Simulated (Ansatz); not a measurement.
**Nudged elastic band, with input and output: ZrH3ClO3F (part 2 of 2)**

Continued. System: ZrH3ClO3F, multiplicity 2. Method: UKS PBE/def2-SVP (Ansatz 0.2.0). The run did not end well. One setting was made poor on purpose. It belongs to a series of runs on one base structure; here: band between the two ends.

Geometry of the input (Å):
```
Zr -0.0445  0.0373  0.7354
Cl -2.0597  -1.1738  1.9150
O  1.6040  -0.2288  -0.2324
H  2.3124  -0.4523  -0.8515
O  -0.8977  1.5993  0.0153
H  -1.0002  2.4756  -0.3809
O  -0.9106  -1.6947  -0.1652
H  -0.7781  -2.6213  0.1209
F  0.6823  0.4103  2.4809
```

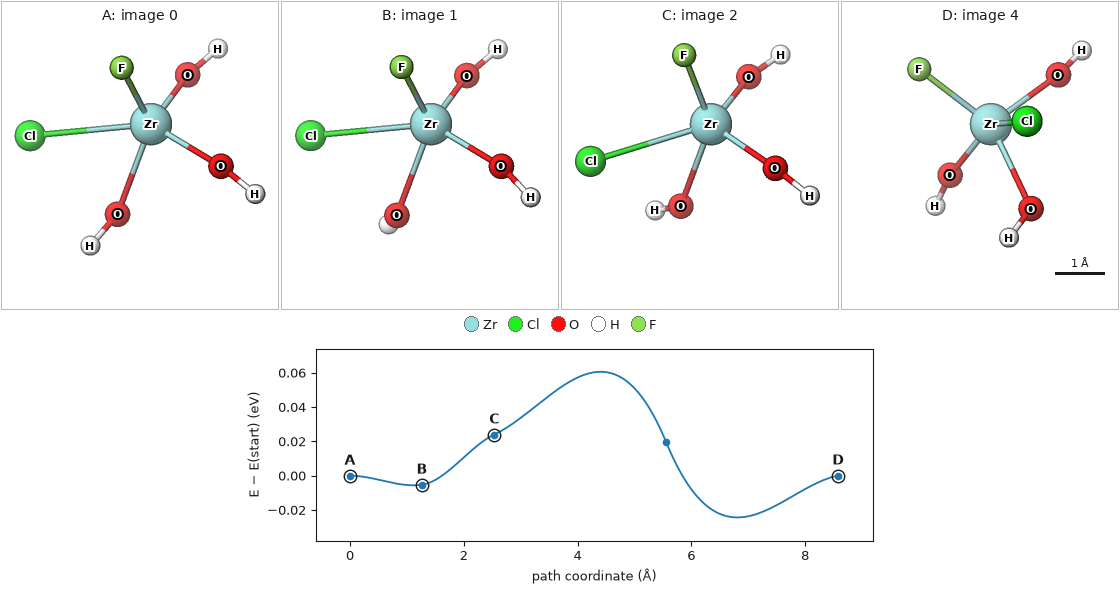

Images of the last band (counted from 0; ball-and-stick, seen at a tilt) above the energy along the path; the line is a cubic interpolation that uses the forces. The highest image is number 2, 0.024 eV above the start and 0.024 eV above the end (the climbing image); start and end have the same energy. The path is 8.58 Å long. The band had not converged after 60 iterations.

```
Unfinished report: {"positions_ang":[[0.057804975821774324,0.00046278988228298963,0.7888257412541416],[-0.6674043289921978,-2.112150028292939,2.138558374730454],[1.729141154637222,0.03697893971963963,-0.15186259722384385],[2.441641215635949,0.002706855835804642,-0.80364546621923],[-1.173243603813436,1.307329918122525,0.0922791755840415],[-1.5117687247690388,2.0853911480647946,-0.37142845995363655],[-0.781919532064364,-1.6899983435351797,-0.24707043070265164],[-1.6869930212770616,-2.050394068202624,-0.30880582058200107],[0.5007418648211541,0.771171788405695,2.500650483112726]],"unchecked":["starts","cluster_reference","orbital_swaps","neighbouring_geometries","increment"],"mean_field":{"relativity":"none","state":{"energy":{"ev":-22692.15704387154,"hartree":-833.921390065794},"converged":true,"gradient_ev":8.065333803774462e-6,"stability":{"kind":"minimum","curvature_ev":5.83536903443542},"curvature_floor_ev":0.00030000000000000003,"spin_squared":0.7526457638112625},"others":[],"fillings":{"estimated":0,"unestimated":0,"tried":0,"untried":0,"excluded_magnetic_sites":0},"n_dropped_functions":0,"n_trapped_functions":0,"passes":{"evaluations":4,"products":31},"factors":{"origin":"density fitting in generated functions","count":1224,"bound_ev":null},"gradient_stop_ev":0.00009,"reference_kind":"stationary","functional":{"name":"PBE","citations":["Perdew, Burke & Ernzerhof, Phys. Rev. Lett. 77, 3865 (1996) doi:10.1103/PhysRevLett.77.3865"],"text":"name \"PBE\"\ncite \"Perdew, Burke & Ernzerhof, Phys. Rev. Lett. 77, 3865 (1996) doi:10.1103/PhysRevLett.77.3865\"\nparent pbe\nparameter kappa = 0.804\nparameter beta = 0.06672455060314922\nexchange = pbe_x(kappa = kappa, mu = beta*pi^2/3)\ncorrelation = pbe_c(beta = beta)\n","parameters":{"beta":{"value":0.06672455060314922,"default":0.06672455060314922},"kappa":{"value":0.804,"default":0.804}},"final_grid":{"core_spheres":13.0,"valence_spheres":11.0,"degree":36.0},"final_grid_parameter_source":"default","radial_points_factor":1.0,"radial_grid_error_ev":3.125828648923977e-7,"grid_sensitivity":"normal","grid_sensitivity_ratio":0.001870803151768979},"unsmoothed_excess_ev":-0.00008770985255966052,"symmetry":{"irreps":["A"],"axes":[[0.9854958051937374,0.15149963189469579,-0.07645835128564488],[-0.1455838878160497,0.9862816091040297,0.07780693511204496],[0.08719718776377627,-0.06554730413173217,0.9940322939256808]],"occupied":[{"A":33},{"A":32}]},"density_repulsion":{"missed_ev":0.00006966040091019237,"excess_ev":0.00006966036240188471,"most_excess_ev":0.0008449999999999999,"are_drawn_again":false,"n_first_factors":1224,"energy_change_ev":0.0,"n_dropped_ends":0},"direct_passes":"host"},"factors":{"origin":"density fitting in generated functions","count":1224,"bound_ev":null},"n_frozen":0,"n_occupied":[33,32],"n_virtual":[87,88],"reference":{"ev":-22692.15704387154,"hartree":-833.921390065794},"total":{"ev":-22692.15704387154,"hartree":-833.921390065794},"forces_ev_per_angstrom":[[0.016136113883658293,0.02343541139832721,-0.010226427252404016],[-0.006615186011343878,0.014678908948996355,-0.02771144206997074],[-0.052558851445061304,-0.04905694256744704,-0.009603617786334732],[0.02653972613575652,0.02390326458558544,0.007622043534635364],[-0.005843054729777946,-0.02551035487909077,-0.01827621788968108],[-0.012909072321311778,0.006564251033829167,0.012076923703483266],[0.11496640471242082,-0.0680068524798515,-0.0656090830283196],[-0.09154824199244084,0.04353247526905962,0.05091830096179579],[0.011832161766734055,0.030459838677679457,0.060809519818871095]],"charge_distribution":{"dipole_moment_e_ang":[-0.2115123437445796,0.100419388372745,-0.7881364206016958],"mulliken_charges_e":[0.9183276721444908,-0.17283288151860532,-0.36761286269838855,0.19632924703129506,-0.3710159568110871,0.19723811432729443,-0.302359286734335,0.21166500109319264,-0.3097390468338421],"lowdin_charges_e":[-0.7217711490649776,0.2773629073593966,0.1256021744159197,0.011989613204794303,0.12007172760304208,0.011303142219397433,0.16086206894240718,0.00041959280487158246,0.014159922515180057]},"n_threads":4,"memory_gib":4.261363637633622,"seconds":{"hamiltonian":3.010362483,"orbitals":0.0,"second_order":0.0,"solver_start":0.0,"cycles":0.0,"cycle":0.0,"perturbative":0.0,"full_ci_increment":0.0,"forces":0.0}}
this run last wrote the band of iteration 60 to [file]
Error: NEB band did not converge after 60 iterations: max|band force component| = 1.05e-1 eV/Å (threshold 5.0e-2); raise `neb.max_iterations` in a new run, which can start from the last band evaluated (`neb.initial_path`, with `crystal.atoms` and `neb.final_atoms` set to its first and last images), add images, or start from endpoints closer to local minima. Where this run's directory can be resumed (`checkpoint.write`), a resume goes on for up to `neb.max_iterations` more; to start a new run from the last band, take its images' positions from the `neb_iteration` event of iteration 60 (`data.images[].positions_ang`), in the event stream of the run that computed that iteration (not this run's, if it was resumed behind it). With `checkpoint.write`, `steps/00-neb/state/checkpoint.json` in the run directory holds the last saved band, under `neb.evaluated.images[].positions_ang` (a band under a hybrid functional on support functions is neither saved nor resumed: `neb.initial_path` says where its path is): check the last entry of `neb.iterations` there, which is earlier than 60 if that iteration was not saved or its write failed. If the band's step has no `state` directory and holds `state.next`, a write was cut short, and the file is under `state.next` instead (behind a loss of power it can be under `state.prev`)
this run wrote the band of iteration 60 to [file] as well, whether or not its events were kept: a new run's `neb.initial_path` can list its `images[].positions_ang`
a run's events are kept only if it was started with --events-out <file>, and are in that file
```

The last band as extended XYZ (Å, eV, eV/Å)
```
9
Properties=species:S:1:pos:R:3:forces:R:3 image=0 energy=-22692.18097
Zr   -0.0445    0.0373    0.7354    0.0114   0.0024   0.0081
Cl   -2.0597   -1.1738    1.9150    0.0009   0.0007  -0.0007
O     1.6040   -0.2288   -0.2324    0.0134  -0.0124  -0.0131
H     2.3124   -0.4523   -0.8515   -0.0203   0.0096   0.0180
O    -0.8977    1.5993    0.0153   -0.0019   0.0113  -0.0045
H    -1.0002    2.4756   -0.3809   -0.0021  -0.0037   0.0012
O    -0.9106   -1.6947   -0.1652    0.0024  -0.0010   0.0017
H    -0.7781   -2.6213    0.1209   -0.0001  -0.0009  -0.0001
F     0.6823    0.4103    2.4809   -0.0036  -0.0060  -0.0106
9
Properties=species:S:1:pos:R:3:forces:R:3 image=1 energy=-22692.18619
Zr    0.0361    0.0094    0.8054   -0.0249   0.0181  -0.0131
Cl   -1.7078   -1.5053    2.0453   -0.0012   0.0005   0.0113
O     1.6889    0.0278   -0.1840    0.0007  -0.0059  -0.0077
H     2.4612   -0.1998   -0.7193    0.0022   0.0039  -0.0007
O    -1.1272    1.3205    0.0144    0.0108   0.0001   0.0011
H    -1.3789    2.1479   -0.4194    0.0010   0.0014   0.0003
O    -0.4424   -1.9271    0.0109    0.0061  -0.0100   0.0063
H    -1.2853   -2.1334   -0.4438    0.0056   0.0014  -0.0050
F     0.6634    0.6115    2.5280   -0.0002  -0.0096   0.0076
9
Properties=species:S:1:pos:R:3:forces:R:3 image=2 energy=-22692.15696
Zr    0.0578    0.0005    0.7888    0.0161   0.0234  -0.0102
Cl   -0.6674   -2.1122    2.1386   -0.0066   0.0147  -0.0277
O     1.7291    0.0370   -0.1519   -0.0526  -0.0491  -0.0096
H     2.4416    0.0027   -0.8036    0.0265   0.0239   0.0076
O    -1.1732    1.3073    0.0923   -0.0058  -0.0255  -0.0183
H    -1.5118    2.0854   -0.3714   -0.0129   0.0066   0.0121
O    -0.7819   -1.6900   -0.2471    0.1150  -0.0680  -0.0656
H    -1.6870   -2.0504   -0.3088   -0.0915   0.0435   0.0509
F     0.5007    0.7712    2.5006    0.0118   0.0305   0.0608
9
Properties=species:S:1:pos:R:3:forces:R:3 image=3 energy=-22692.16153
Zr   -0.3304   -0.1934    0.6949    0.0515   0.0555  -0.0559
Cl    1.7086   -1.2317    1.9945    0.1120   0.0100  -0.0156
O     1.6138   -0.0738   -0.1591   -0.0391  -0.0178   0.0144
H     2.3519    0.5219    0.0806   -0.0107   0.0010   0.0257
O    -1.0675    1.1710   -0.4538    0.0040   0.0156   0.0609
H    -1.4590    1.9543   -0.8629    0.0311  -0.0077  -0.0438
O    -1.1761   -1.8427    0.1932   -0.0386  -0.0065   0.0275
H    -1.7947   -2.4453   -0.2399   -0.0378  -0.0246  -0.0116
F    -0.9385    0.4912    2.3900   -0.0724  -0.0254  -0.0017
9
Properties=species:S:1:pos:R:3:forces:R:3 image=4 energy=-22692.18086
Zr   -0.3416   -0.1216    0.7292   -0.0132  -0.0134   0.0036
Cl    1.7971    0.8899    1.8892   -0.0137  -0.0022  -0.0016
O     1.5762   -0.3885   -0.1684    0.0137  -0.0017   0.0014
H     2.2710   -1.0115    0.1273   -0.0080   0.0046  -0.0056
O    -1.1698    1.4591    0.0196   -0.0078   0.0117  -0.0068
H    -1.8370    2.0397   -0.3724    0.0169  -0.0144   0.0081
O    -1.0517   -1.6338   -0.2352   -0.0074  -0.0092  -0.0054
H    -1.2954   -2.3557   -0.8303    0.0089   0.0172   0.0092
F    -1.0408   -0.5260    2.4785    0.0106   0.0074  -0.0029
```

Outcome

```csv
quantity,value
outcome,not converged
"barrier, forward (band not converged)",0.024 eV
"barrier, backward",0.024 eV
wall time,8.6 min (CPU time 32 min)
peak memory,0.25 GiB
```

What went wrong

The run did not converge: “NEB band did not converge after 60 iterations: max|band force component| = 1.05e-1 eV/Å (threshold 5.0e-2); raise `neb.max_iterations` in a new run, which can start from the last band evaluated (`neb.initial_path`, with `crystal.atoms` and `neb.final_atoms` set to its first and last images), add images, or start from endpoints closer to local minima …” Its last values are not results. A deliberately poor setting: few images.
